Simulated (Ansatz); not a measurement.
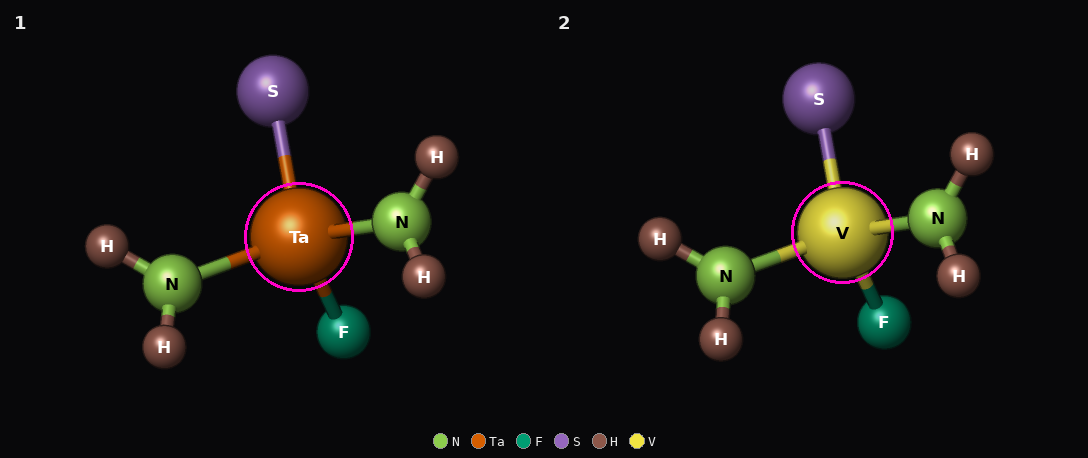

2 molecules with one skeleton, seen from the same side and at one scale; the atom that differs is circled. Charge 0, singlet. Computed geometries: PBE0-D4/def2-TZVP optimisations, one conformation each. Properties computed with Ansatz 0.2.0. Elements past Kr carry core potentials.

One atom differs, called X below: Ta in panel 1, V in panel 2. Their formulas are FH4N2STa (`[NH2][Ta]([NH2])([F])=[S]`), FH4N2SV (`[NH2][V]([NH2])([F])=[S]`).

In which is the length of X–F larger (PBE0-D4/def2-TZVP)?

Answer. In panel 1 (X = Ta).

In which is the length of X–S larger (PBE0-D4/def2-TZVP)?

Answer. In panel 1 (X = Ta).

Give the values. With PBE0-D4/def2-TZVP: length of X–F (Å), mean length of X–N (Å), length of X–S (Å), angle F–X–S (°), dipole moment (D), harmonic zero-point energy (kJ/mol). With ωB97M-V/def2-SVP: HOMO energy (Kohn–Sham orbital) (eV), HOMO–LUMO gap (eV).

```tsv
quantity	1 (Ta)	2 (V)	2 − 1
length of X–F (Å)	1.884	1.743	−0.141
mean length of X–N (Å)	1.965	1.814	−0.151
length of X–S (Å)	2.163	1.996	−0.167
angle F–X–S (°)	113.3	113.9	+0.6
HOMO energy (Kohn–Sham orbital) (eV)	−9.49	−9.78	−0.29
HOMO–LUMO gap (eV)	10.42	9.45	−0.97
dipole moment (D)	4.58	3.85	−0.73
harmonic zero-point energy (kJ/mol)	141.9	143.7	+1.8
```
